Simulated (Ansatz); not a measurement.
# ZrO2, response to strain

Consider ZrO2 (space group P4_2/nmc, No. 137; a = 3.621 Å, c = 5.284 Å). Axes: x, y, z lie along a, b, c of the conventional cell.

Strains are applied to the cell and any free atomic positions relax; under biaxial strain the out-of-plane vector relaxes too.

All numbers come from DFT with PBE, PAW potentials and a 420 eV plane-wave cutoff in Ansatz (a first-principles code), scalar-relativistic without spin-orbit coupling, earlier PAW set.

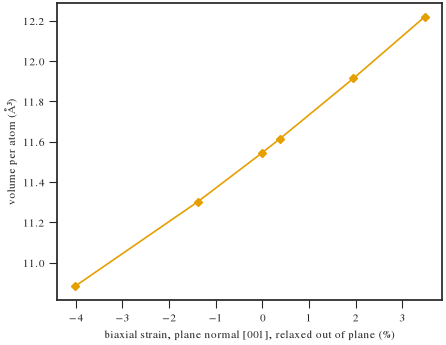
Fig. 1. Volume per atom against biaxial strain, plane normal [001], relaxed out of plane

```tsv
biaxial strain, plane normal [001], relaxed out of plane (%)	volume per atom
-4.02	10.88 Å³
-1.39	11.30 Å³
0.38	11.62 Å³
1.95	11.91 Å³
3.48	12.22 Å³
```

Stability against distortions was not tested. This is not the structure that ZrO2 has at room temperature and ambient pressure.
